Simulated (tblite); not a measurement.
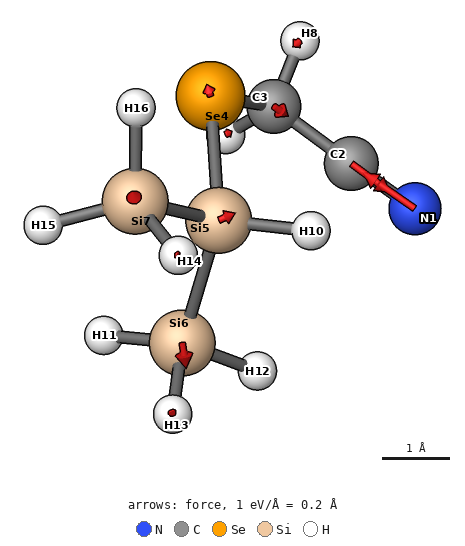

Starting geometry of C$_{2}$H$_{9}$NSeSi$_{3}$ with the computed forces as red arrows. The picture is a ball-and-stick view, seen from a free direction.

Computed with tblite 0.8.0, GFN2-xTB geometry optimisation, gas phase. 

What follows when this structure is relaxed?

It isn't relaxed: the largest force vector, on the N atom, is 4.85 eV/Å. The final displacements have little in common with the starting forces (cosine between the two patterns 0.13). Over 111 geometry steps the energy falls by 0.596 eV. An H atom moves most after the best rigid fit: 0.63 Å. Largest moves by element: H 0.63 Å, N 0.43 Å, C 0.32 Å, Si 0.32 Å, Se 0.15 Å. Some distances before and after: Si–Si 2.211 → 2.340 Å, Si–Si 2.243 → 2.335 Å, Se–Si 2.278 → 2.349 Å, C–Se 1.950 → 1.992 Å. Among the angles between lasting bonds that change: C–Se–Si 113.2° → 99.6°, Si–Si–Si 111.2° → 120.9°, Se–Si–H 108.7° → 101.1°.
